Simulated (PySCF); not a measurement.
**CH₁₀AsNSi₂: electronic excitations**

Wanted: the electronic excitations of CH₁₀AsNSi₂ (`CN[SiH2][SiH2][AsH2]`), by calculation.

The runs use PySCF 2.14.0, with density-fitted response routines of our own; the level of theory stands in each step. All values are computed, except where a source is named. Atoms count from 0, in the outputs and in this text.

### 1 The molecule as given

15 atoms, charge 0, multiplicity 1; geometry from: GFN2-xTB.

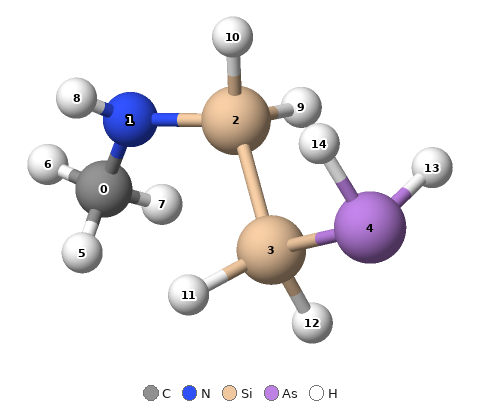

As it starts; carbon grey, nitrogen blue, silicon light orange, arsenic purple, hydrogen white, atoms numbered.

### 2 Ultraviolet spectrum: CAM-B3LYP/def2-SVPD

Job settings and geometry (Å):

```
{"job": {"kind": "uv", "xc": "CAM-B3LYP", "basis": "def2-SVPD", "nstates": 8, "ntriplets": 3}, "charge": 0, "multiplicity": 1}
C     -2.512049    -0.475547    -0.111659
N     -1.692688     0.708983    -0.048053
Si    -0.123382     0.769470    -0.760356
Si     1.423473    -0.798643     0.005922
As     3.666190    -0.148386    -0.068130
H     -2.217485    -1.237101     0.620950
H     -3.558780    -0.218218     0.060315
H     -2.421390    -0.908527    -1.105745
H     -1.828641     1.201151     0.821830
H     -0.374098     0.617896    -2.202683
H      0.289034     2.151715    -0.481452
H      1.152092    -1.214958     1.401453
H      1.329028    -2.076826    -0.733271
H      3.507271     0.435653    -1.443630
H      3.357011     1.201328     0.516941
```

Level: TDDFT CAM-B3LYP/def2-SVPD, vertical, gas phase, core orbitals frozen in the response.

On the command line:

```console
OMP_NUM_THREADS=1 python probes_run.py task.json out
```

This one command runs all jobs of the session in turn.

What it wrote:

```text
coarse grid: 55176 points
cycle   1  E = -2913.2607291446  dE = -5.847e-01  |g| = 4.027e-01  |ddm| = 4.776e+00
cycle   2  E = -2913.2616960136  dE = -9.669e-04  |g| = 4.158e-01  |ddm| = 1.205e+00
cycle   3  E = -2913.2976207483  dE = -3.592e-02  |g| = 6.001e-02  |ddm| = 6.011e-01
cycle   4  E = -2913.2984212365  dE = -8.005e-04  |g| = 1.776e-02  |ddm| = 9.895e-02
cycle   5  E = -2913.2984927768  dE = -7.154e-05  |g| = 2.823e-03  |ddm| = 3.661e-02
cycle   6  E = -2913.2984954154  dE = -2.639e-06  |g| = 7.677e-04  |ddm| = 8.786e-03
final grid: 112848 points
cycle   7  E = -2913.2984791405  dE = -2.010e-07  |g| = 5.935e-04  |ddm| = 4.390e-03
cycle   8  E = -2913.2984791725  dE = -3.198e-08  |g| = 5.404e-04  |ddm| = 1.869e-03
cycle   9  E = -2913.2984792326  dE = -6.004e-08  |g| = 3.273e-05  |ddm| = 7.270e-04
cycle  10  E = -2913.2984792331  dE = -5.812e-10  |g| = 1.353e-05  |ddm| = 1.047e-04
converged SCF energy = -2913.2984792331

Static polarisability (au): isotropic 113.181, principal 91.138 102.104 146.300

Singlet excitations
state   eV       nm        f      main configurations
  1   5.1254    241.9   0.08067   H->L 0.89
  2   5.7670    215.0   0.02961   H->L+2 0.66, H->L+1 0.20
  3   6.0536    204.8   0.00289   H->L+1 0.58, H->L+2 0.14, H-1->L 0.10
  4   6.2606    198.0   0.01657   H->L+3 0.36, H->L+4 0.29, H-1->L+3 0.17
  5   6.4332    192.7   0.28041   H->L+4 0.29, H->L+3 0.21, H-1->L 0.16
  6   6.6490    186.5   0.05053   H-1->L 0.36, H->L+5 0.23, H-1->L+1 0.10
  7   6.8560    180.8   0.02303   H->L+5 0.32, H-1->L+1 0.12, H->L+6 0.12
  8   7.0250    176.5   0.03290   H-1->L+2 0.47, H->L+6 0.21

Triplet excitations (Tamm-Dancoff, eV): 4.6339 5.2713 5.5819
```

Run time: 2.2 min. Hardware: 1 thread of Intel Xeon at 2.50GHz, shared host; peak memory 0.95 GiB.

Frontier orbitals and where they lie:

```
orbital      eV                         atoms
 HOMO−3  -10.61  As4 26 %, Si3 20 %, Si2 16 %
 HOMO−2  -10.07  Si3 28 %, As4 23 %, Si2 10 %
 HOMO−1   -9.01   As4 44 %, N1 17 %, Si3 12 %
   HOMO   -7.74   N1 38 %, As4 16 %, Si3 12 %
   LUMO    0.42  As4 21 %, Si3 20 %, Si2 20 %
 LUMO+1    0.94  As4 27 %, Si3 26 %, Si2 11 %
 LUMO+2    1.03  Si3 25 %, As4 22 %, Si2 21 %
```

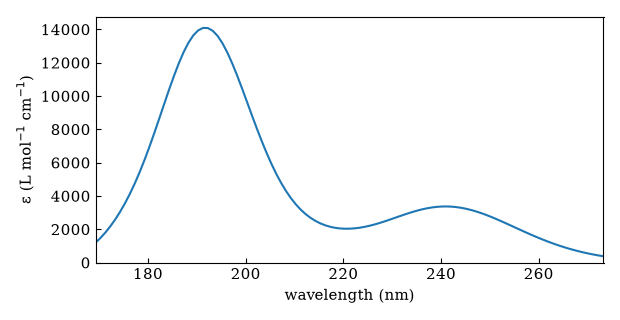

Absorption spectrum: each of the 8 states is a Gaussian band of 0.4 eV half-width at 1/e. Beyond the last state computed it falls off for lack of states.

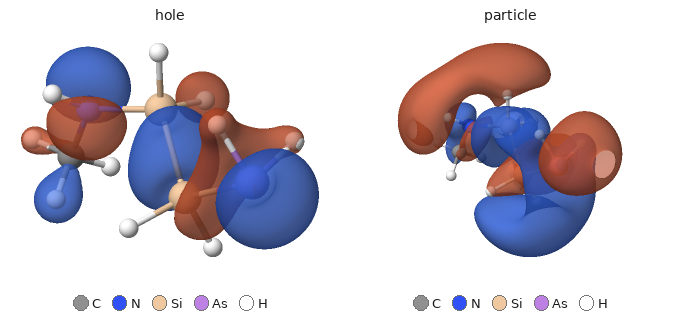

Leading natural transition orbitals of singlet state 5: the electron leaves the hole (left) for the particle orbital (right).

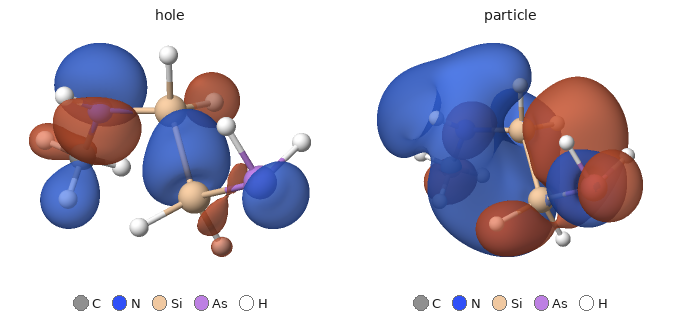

Leading natural transition orbitals of singlet state 1: the electron leaves the hole (left) for the particle orbital (right).

Ground-state properties from the same run:

```csv
property,computed
dipole moment (D),1.21
polarisability (Å³),16.77
HOMO–LUMO gap (eV),8.16
−ε(HOMO) (eV),7.74
```

The fields below are evaluated on a grid from the run's orbitals.

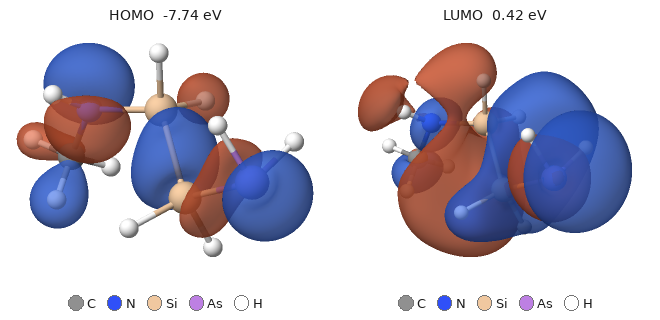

CAM-B3LYP/def2-SVPD orbitals near the gap, drawn at the value that encloses 70 % of each; the two colours are the two signs.

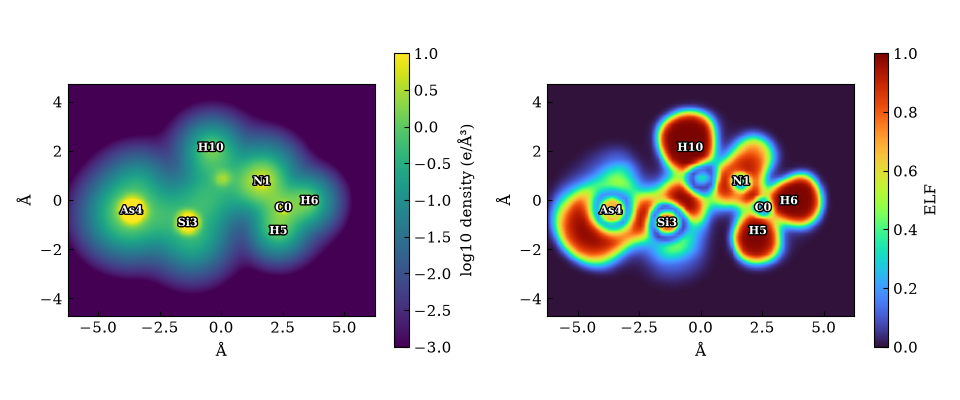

Density (left) and ELF (right) in a plane through or near 7 of the atoms.

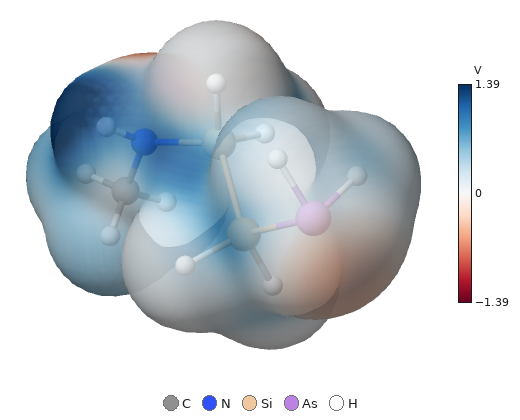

Electrostatic potential on the surface of density 0.002 e/bohr³; red is low, blue high. It runs from -0.89 V near N1 to 1.39 V near H8.

### 3 What came out

| quantity | value |
| --- | --- |
| lowest singlet (CAM-B3LYP/def2-SVPD) | 5.13 eV (242 nm), f = 0.081 |
| brightest single state of those computed | state 5, 6.43 eV, f = 0.280 |
| lowest triplet | 4.63 eV |
| surface potential, least and greatest | -0.89 V and 1.39 V |

In words: The lowest singlet, at 5.13 eV, is HOMO→LUMO 0.89 and is bright; of the 8 states computed, the strongest absorption comes from state 5 at 6.43 eV. The lowest triplet lies 0.49 eV below the lowest singlet (triplets in Tamm-Dancoff, singlets in full TDDFT).
